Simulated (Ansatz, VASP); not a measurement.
**BiN in two plane-wave programs**

Wanted: the spread between two codes on one cell, functional and k mesh. The cell is invented: As first built, before any earlier steps moved the atoms: it takes the GaN structure with some of its atoms replaced by other elements, volume scaled by an estimate. It may not be a known or stable phase. The cell comes out of the VASP series on this material, whose earlier steps may have relaxed, scaled or displaced it; both programs get it as it stands.

Main program and level: Ansatz 0.2.0; plane waves, with VASP 6.6.1 beside it; band structure at r2SCAN, spin-orbit coupling.

## 1. Starting point

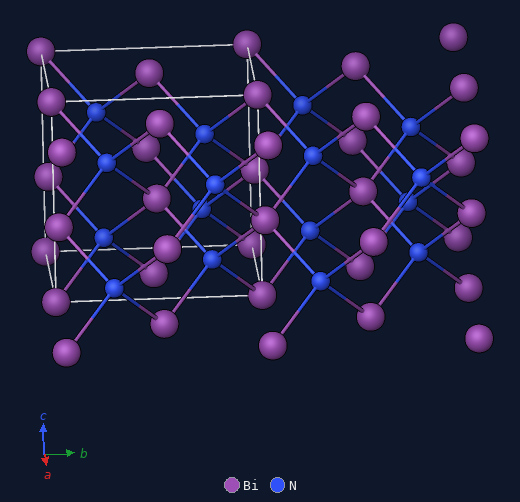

Start, viewed slightly off an axis; bismuth purple, nitrogen blue. 2×2×1 cells are drawn. This picture shows the conventional cell, with its axes. Bonds to atoms that aren't drawn are left out. Some periodic images of atoms are drawn too.

## 2. VASP: band structure, r2SCAN, spin-orbit coupling

Levels along a path test the potential and the projectors away from the mesh points.

Lines of VASP's logs that name or quote its potential files are left out, and so is its time.

Contents of INCAR:

```
SYSTEM = BiN
PREC = Accurate
ENCUT = 520
EDIFF = 1E-06
NELM = 100
ISMEAR = 0
SIGMA = 0.05
LREAL = .FALSE.
ALGO = Normal
METAGGA = R2SCAN
LASPH = .TRUE.
LNONCOLLINEAR = .TRUE.
MAGMOM = 0 0 0 0 0 0
NBANDS = 32
GGA_COMPAT = .FALSE.
LSORBIT = .TRUE.
LORBIT = 11
LWAVE = .FALSE.
LCHARG = .FALSE.
```

Contents of POSCAR:

```
BiN
1.0
    0.0000000000      2.7601193961      2.7601193961
    2.7601193961      0.0000000000      2.7601193961
    2.7601193961      2.7601193961      0.0000000000
Bi N
1 1
Direct
    0.0000000000      0.0000000000      0.0000000000
    0.2500000000      0.2500000000      0.2500000000
```

Contents of KPOINTS:

```
Automatic mesh
0
Gamma
7 7 7
0 0 0
```

Contents of KPOINTS_OPT:

```
Line mode
16
Line-mode
Reciprocal
  0.00000000   0.00000000   0.00000000 GAMMA
  0.50000000   0.00000000   0.50000000 X

  0.50000000   0.00000000   0.50000000 X
  0.50000000   0.25000000   0.75000000 W

  0.50000000   0.25000000   0.75000000 W
  0.37500000   0.37500000   0.75000000 K

  0.37500000   0.37500000   0.75000000 K
  0.00000000   0.00000000   0.00000000 GAMMA

  0.00000000   0.00000000   0.00000000 GAMMA
  0.50000000   0.50000000   0.50000000 L

  0.50000000   0.50000000   0.50000000 L
  0.62500000   0.25000000   0.62500000 U

  0.62500000   0.25000000   0.62500000 U
  0.50000000   0.25000000   0.75000000 W

  0.50000000   0.25000000   0.75000000 W
  0.50000000   0.50000000   0.50000000 L

  0.50000000   0.50000000   0.50000000 L
  0.37500000   0.37500000   0.75000000 K

  0.62500000   0.25000000   0.62500000 U
  0.50000000   0.00000000   0.50000000 X
```

The projector-augmented-wave data sets are Bi_d and N (PBE family, release 64).

Command:

```console
> mpirun -np 1 vasp_ncl
```

Numbers of over 12 decimals in the logs are rounded to 6 here.

Log:

```text
[banner, memory and clock lines left out]
running    1 mpi-ranks, on    1 nodes
 distrk:  each k-point on    1 cores,    1 groups
 distr:  one band on    1 cores,    1 groups

 POSCAR found type information on POSCAR BiN
 POSCAR found :  2 types and       2 ions
|                                                                             |
|               ----> ADVICE to this user running VASP <----                  |
|                                                                             |
|     You enforced a specific xc type in the INCAR file but a different       |
|     [... a line on the potential file left out ...]
|     I HOPE YOU KNOW WHAT YOU ARE DOING!                                     |
|                                                                             |

 LDA part: xc-table for (None), standard interpolation
 POSCAR, INCAR and KPOINTS ok, starting setup
 FFT: planning ... GRIDC
 FFT: planning ... GRID_SOFT
 FFT: planning ... GRID
 WAVECAR not read
 entering main loop
       N       E                     dE             d eps       ncg     rms          rms(c)
DAV:   1     0.171713165370E+03    0.17171E+03   -0.10102E+04  1936   0.150E+03
DAV:   2    -0.441028874748E+02   -0.21582E+03   -0.20571E+03  1952   0.456E+02
DAV:   3    -0.727185711472E+02   -0.28616E+02   -0.27834E+02  2368   0.164E+02
DAV:   4    -0.740990366478E+02   -0.13805E+01   -0.13775E+01  2264   0.382E+01
DAV:   5    -0.741604122303E+02   -0.61376E-01   -0.61371E-01  2984   0.772E+00    0.800E+00
DAV:   6    -0.664842816757E+02    0.76761E+01   -0.11389E+01  2656   0.369E+01    0.373E+00
DAV:   7    -0.664528428722E+02    0.31439E-01   -0.16276E+00  2128   0.922E+00    0.169E+00
DAV:   8    -0.664334141037E+02    0.19429E-01   -0.88220E-02  2288   0.205E+00    0.162E+00
DAV:   9    -0.665147574930E+02   -0.81343E-01   -0.44553E-01  2560   0.340E+00    0.317E+00
DAV:  10    -0.667695655868E+02   -0.25481E+00   -0.38976E-01  2096   0.377E+00    0.566E+00
DAV:  11    -0.665152512832E+02    0.25431E+00   -0.34688E+00  2048   0.135E+01    0.295E+00
DAV:  12    -0.666020104674E+02   -0.86759E-01   -0.36159E-01  2224   0.442E+00    0.393E+00
DAV:  13    -0.664568092522E+02    0.14520E+00   -0.25919E-01  2192   0.320E+00    0.168E+00
DAV:  14    -0.664352131891E+02    0.21596E-01   -0.28967E-01  2576   0.365E+00    0.571E-01
DAV:  15    -0.664323590881E+02    0.28541E-02   -0.34227E-02  1960   0.126E+00    0.808E-02
DAV:  16    -0.664334764261E+02   -0.11173E-02   -0.77611E-03  2080   0.718E-01    0.361E-01
DAV:  17    -0.664329741764E+02    0.50225E-03   -0.97810E-04  2280   0.254E-01    0.257E-01
DAV:  18    -0.664324554377E+02    0.51874E-03   -0.27195E-03  2120   0.387E-01    0.401E-02
DAV:  19    -0.664324608764E+02   -0.54387E-05   -0.19456E-04  2304   0.108E-01    0.202E-02
DAV:  20    -0.664324619980E+02   -0.11216E-05   -0.18476E-05  2000   0.314E-02    0.118E-02
DAV:  21    -0.664324620192E+02   -0.21205E-07   -0.69084E-06  2288   0.295E-02
   1 F= -.66432462E+02 E0= -.66431872E+02  d E =-.118025E-02  mag=     0.0000     0.0000    -0.0000
 Start KPOINTS_OPT (optional k-point list driver)
k-point batch [1-30\160]
       N       E                     dE             ncg
DAV:   1     0.182250085626E+04   -0.13348E+05     1920
DAV:   2    -0.451086782950E+04   -0.63334E+04     1928
DAV:   3    -0.528013335512E+04   -0.76927E+03     2312
DAV:   4    -0.531553376596E+04   -0.35400E+02     2248
DAV:   5    -0.531709758903E+04   -0.15638E+01     2952
DAV:   6    -0.531712248513E+04   -0.24896E-01     2384
DAV:   7    -0.531712335832E+04   -0.87320E-03     2984
DAV:   8    -0.531712336986E+04   -0.11535E-04     2384
DAV:   9    -0.531712337013E+04   -0.27498E-06     1648
[...]
k-point batch [151-160\160]
       N       E                     dE             ncg
DAV:   1     0.143092503298E+05   -0.65710E+04      640
DAV:   2     0.122536821694E+05   -0.20556E+04      640
DAV:   3     0.120154329957E+05   -0.23825E+03      808
DAV:   4     0.120055507683E+05   -0.98822E+01      776
DAV:   5     0.120051325952E+05   -0.41817E+00     1000
DAV:   6     0.120051280646E+05   -0.45306E-02      808
DAV:   7     0.120051278733E+05   -0.19132E-03     1000
DAV:   8     0.120051278706E+05   -0.26655E-05      760
DAV:   9     0.120051278705E+05   -0.70693E-07      544
```

Parts of OUTCAR (step 2):

```text
ion  position               nearest neighbor table
   1  0.000  0.000  0.000-   2 2.39   2 2.39   2 2.39   2 2.39
   2  0.250  0.250  0.250-   1 2.39   1 2.39   1 2.39   1 2.39

  LATTYP: Found a face centered cubic cell.
 ALAT       =     5.5202387922

 Subroutine GETGRP returns: Found 24 space group operations
 (whereof 24 operations were pure point group operations)

The static configuration has the point symmetry T_d .

 Found     30 irreducible k-points:

   k-points           NKPTS =     30   k-points in BZ     NKDIM =     30   number of bands    NBANDS=     32

   dimension x,y,z NGX =    30 NGY =   30 NGZ =   30
   dimension x,y,z NGXF=    60 NGYF=   60 NGZF=   60

   ENCUT  =  520.0 eV  38.22 Ry    6.18 a.u.   7.26  7.26  7.26*2*pi/ulx,y,z

   NELECT =      20.0000    total number of electrons

 k-points in reciprocal lattice and weights: Automatic mesh
   0.00000000  0.00000000  0.00000000       0.003
   0.14285714  0.00000000  0.00000000       0.012
  -0.14285714  0.00000000  0.00000000       0.012
   0.28571429  0.00000000  0.00000000       0.012
  -0.28571429  0.00000000  0.00000000       0.012
   0.42857143  0.00000000  0.00000000       0.012
  -0.42857143  0.00000000  0.00000000       0.012
   0.14285714  0.14285714  0.00000000       0.017
   0.28571429  0.14285714  0.00000000       0.035
[...]
-0.42857143  0.42857143  0.14285714       0.070
  -0.28571429  0.42857143  0.14285714       0.070

 average (electrostatic) potential at core
       1-111.2357       2 -65.1447

 E-fermi :   6.4255

 k-point     1 :       0.0000    0.0000    0.0000
  band No.  band energies     occupation
    ...
     16       3.8734      1.00000
     17       4.1659      1.00000
     18       4.1659      1.00000
     19       4.1659      1.00000
     20       4.1659      1.00000
     21       7.8498      0.00000
     22       7.8498      0.00000
     23      10.3176      0.00000
     24      10.3176      0.00000
     25      10.3176      0.00000
    ...

 k-point     2 :       0.1429    0.0000    0.0000
  band No.  band energies     occupation
    ...
     16       3.6149      1.00000
     17       3.9880      1.00000
     18       4.0110      1.00000
     19       4.1342      1.00000
     20       4.1342      1.00000
     21       7.9939      0.00000
     22       7.9939      0.00000
     23       9.7431      0.00000
     24       9.7431      0.00000
     25      10.5178      0.00000
    ...

 k-point     3 :      -0.1429    0.0000    0.0000
  band No.  band energies     occupation
    ...
     16       3.6149      1.00000
     17       3.9880      1.00000
     18       4.0110      1.00000
     19       4.1342      1.00000
     20       4.1342      1.00000
     21       7.9939      0.00000
     22       7.9939      0.00000
     23       9.7431      0.00000
     24       9.7431      0.00000
     25      10.5178      0.00000
    ...

  Total        0.1328961      0.1328961      0.1328961      0.0000000     -0.0000000     -0.0000000
  in kB        5.0630149      5.0630149      5.0630149      0.0000000     -0.0000000     -0.0000000
  external PRESSURE =       5.0630149 kB  Pullay stress =       0.0000000 kB

  energy-cutoff  :      520.00
  volume of cell :       42.05
      direct lattice vectors                 reciprocal lattice vectors
     0.000000000  2.760119396  2.760119396    -0.181151584  0.181151584  0.181151584
     2.760119396  0.000000000  2.760119396     0.181151584 -0.181151584  0.181151584
     2.760119396  2.760119396  0.000000000     0.181151584  0.181151584 -0.181151584

 POSITION                                       TOTAL-FORCE (eV/Angst)
 -----------------------------------------------------------------------------------
      0.00000      0.00000      0.00000        -0.000000     -0.000000     -0.000000
      1.38006      1.38006      1.38006         0.000000      0.000000      0.000000
 -----------------------------------------------------------------------------------
    total drift:                               -0.000000     -0.000000     -0.000000

  FREE ENERGIE OF THE ION-ELECTRON SYSTEM (eV)
  ---------------------------------------------------
  free  energy   TOTEN  =       -66.4324620192 eV

  energy  without entropy=      -66.4312817734  energy(sigma->0) =      -66.43187190

 Spin-Orbit-Coupling matrix elements
 Ion:    1  E_soc:     -1.2187977
 Ion:    2  E_soc:     -0.0010937

 total charge
# of ion       s       p       d       tot
------------------------------------------
    1        1.566   1.095   9.968  12.629
    2        1.338   2.236   0.000   3.573
--------------------------------------------------
tot          2.904   3.331   9.968  16.202

 magnetization (x)
# of ion       s       p       d       tot
------------------------------------------
    1        0.000   0.000  -0.000   0.000
    2       -0.000   0.000   0.000   0.000
--------------------------------------------------
tot          0.000   0.000  -0.000   0.000

 magnetization (y)
# of ion       s       p       d       tot
------------------------------------------
    1        0.000   0.000  -0.000   0.000
    2       -0.000   0.000   0.000   0.000
--------------------------------------------------
tot          0.000   0.000  -0.000   0.000

 magnetization (z)
# of ion       s       p       d       tot
------------------------------------------
    1        0.000   0.000   0.000   0.000
    2       -0.000   0.000   0.000   0.000
--------------------------------------------------
tot          0.000   0.000   0.000   0.000

[... 3 further parts left out ...]
```

The run ends at a pressure of 0.51 GPa.

(Continued in part 2 of 2.)

[Lines on the potential files, build, host, timing and source positions are cut from VASP's logs without a mark.]

[Logs are printed without paths, hosts, clocks, repeated set-up lines and the standing remarks that a program may print on its own settings, such as how far it seeks lower states.]

[Hosts, paths, dates, database ids (printed as entryN), source tags and the programs' standing remarks are cut or masked in the printed files.]
